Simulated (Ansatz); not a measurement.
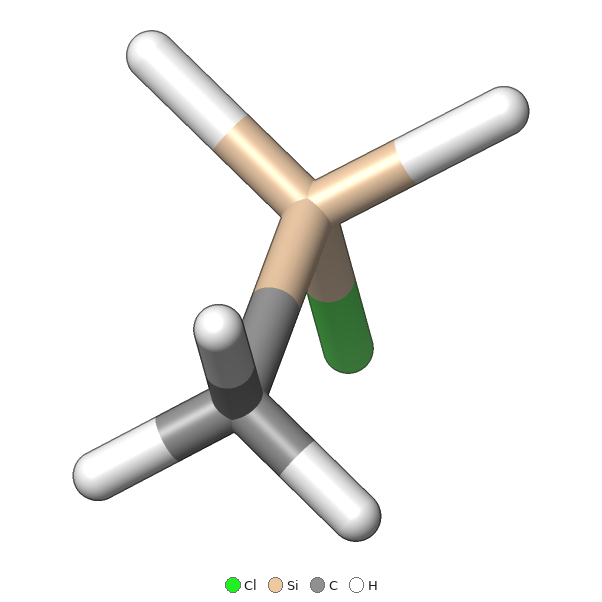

A stick model of a molecule.

Question: Which formula does it have?

Answer: CH₅ClSi, 8 atoms: 1 carbon, 5 hydrogen, 1 chlorine and 1 silicon.

Question: How many bonds of each kind are drawn?

Answer: 3 C–H, 2 Si–H, 1 Cl–Si, 1 C–Si. Sticks follow a distance rule.

Question: Which point group does it belong to?

Answer: Cs.

Question: How many sets of symmetry-equivalent atoms are there?

Answer: 6: 1 Cl, 1 Si, 1 C, 2 H, 2 H, 1 H.

More results for the same structure follow; atom numbers are the same in all pictures, views and colours differ. Computed geometry: PBE0-D4/def2-TZVP optimisation.

Geometry

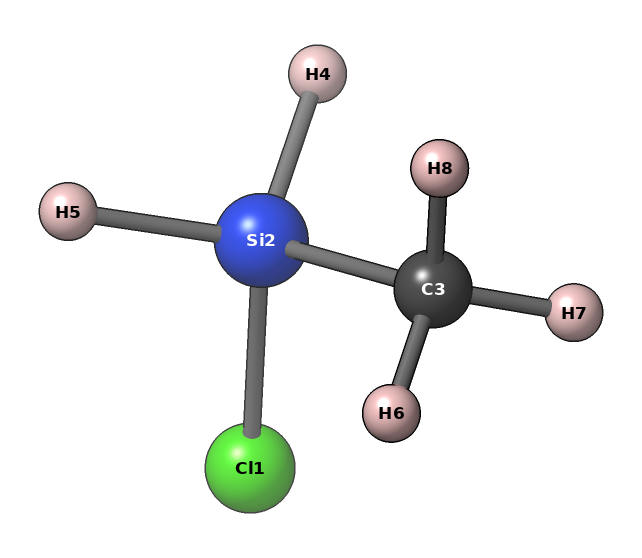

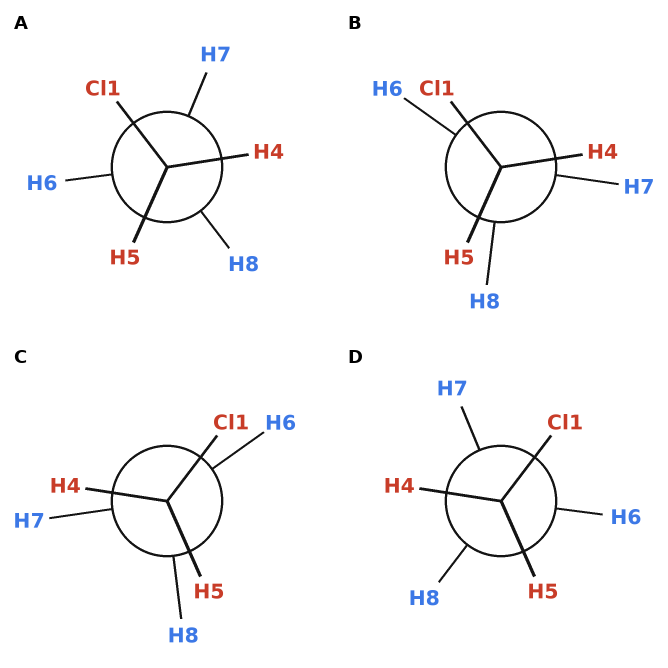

Atoms fade into the background with distance from the viewer. Bonds that would overlap in a projection are set slightly apart.

Question: Which Newman projection shows the view along Si2–C3, with Si2 in front?

Answer: A. The torsion angle Cl1–Si2–C3–H6 is −60°, synclinal (gauche).

Vibrations

Harmonic vibrations computed with RKS PBE0-D4/def2-TZVP (Ansatz 0.2.0) at a stationary point of the same level.

Question: List the wavenumbers.

Answer: 18 modes: 165, 198, 492, 528, 679, 699, 755, 883, 910, 959, 1278, 1442, 1448, 2237, 2242, 3053, 3138, 3149 cm⁻¹.

Charges

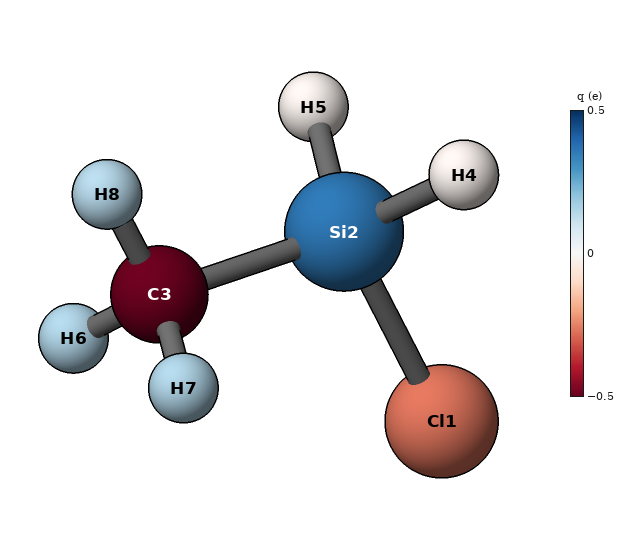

Atoms are coloured by their Mulliken charges. Level of theory: RKS PBE0-D4/def2-TZVP (Ansatz 0.2.0).

Give the Mulliken charges atom by atom.

```csv
atom,value (e)
Cl1,−0.27
Si2,0.36
C3,−0.49
H4,−0.02
H5,−0.02
H6,0.15
H7,0.15
H8,0.14
```

Electronic properties

Level of theory: RKS PBE0-D4/def2-TZVP (Ansatz 0.2.0).

Predict the main results.

- dipole moment: 1.87 D
- dispersion correction: −11.9 kJ/mol

Mulliken values depend strongly on the basis set and can even reverse the polarity of a bond.
